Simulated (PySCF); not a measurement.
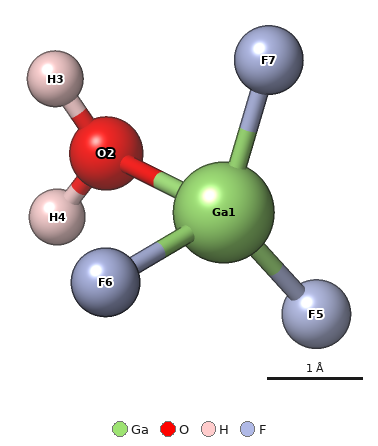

The structure (ball-and-stick view, seen at a tilt; atoms are numbered from 1 in the order of the input). Sticks mark near contacts. Bond lengths as drawn: F–Ga 1.72 to 1.74 Å, Ga–O 2.08 Å and H–O 0.97 Å.

## GaH₂OF₃: single-point calculation

- system: GaH₂OF₃ (Ga(H2O)F3)
- method: SVWN5/6-31G*, RKS (PySCF 2.14.0)

The geometry comes from this level: GFN2-xTB.

What the program printed:
```
converged SCF energy = -2295.14782552626
E(SVWN5) = -2295.147825526
```

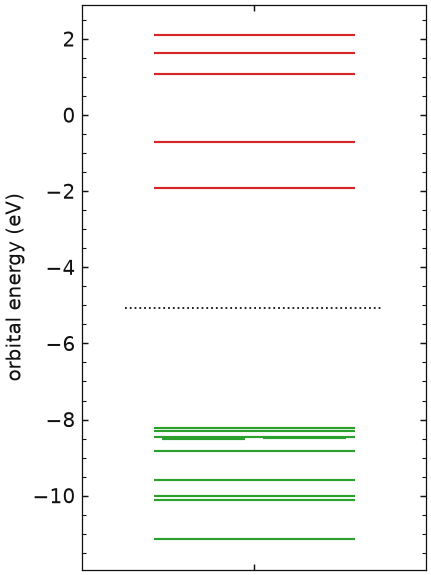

Orbital energies near the frontier; the dotted line parts filled from empty levels, and levels within 0.02 eV of each other stand side by side. Highest filled −8.21 eV, lowest empty −1.93 eV, 6.28 eV apart.

The run was set up as follows.

Input (run.py):
```python
from pyscf import gto, dft

mol = gto.Mole()
mol.atom = '''
Ga   0.077910  -0.109650  -0.940470
O    0.065000  -0.060830   1.141460
H   -0.769870  -0.298800   1.567690
H    0.465890   0.699490   1.582930
F    1.790940  -0.049630  -1.128980
F   -0.778420   1.383130  -1.183800
F   -0.851450  -1.563700  -1.038820
'''
mol.verbose = 3
mol.basis = '6-31g*'
mol.spin = 0
mol.max_memory = 1860
mol.build()

ks = dft.RKS(mol)
ks.xc = 'svwn'
ks.conv_tol = 1e-10
ks.grids.level = 0
ks.kernel()
if not ks.converged:
    ks = ks.newton().run(ks.mo_coeff, ks.mo_occ)

energy = ks.e_tot
print('E(%s) = %.9f' % ('SVWN5', energy))
```

Launch command:
```bash
OMP_NUM_THREADS=1 python run.py
```

Key numbers:

```tsv
quantity	value
outcome	converged
total energy	−2295.147826 hartree
basis functions	92
HOMO	−8.21 eV
LUMO	−1.93 eV
dipole moment	4.97 D
hardware	1 thread of Arm Neoverse V1, 24 GiB of memory available, shared host
wall time	2.5 s
peak memory	0.19 GiB
```
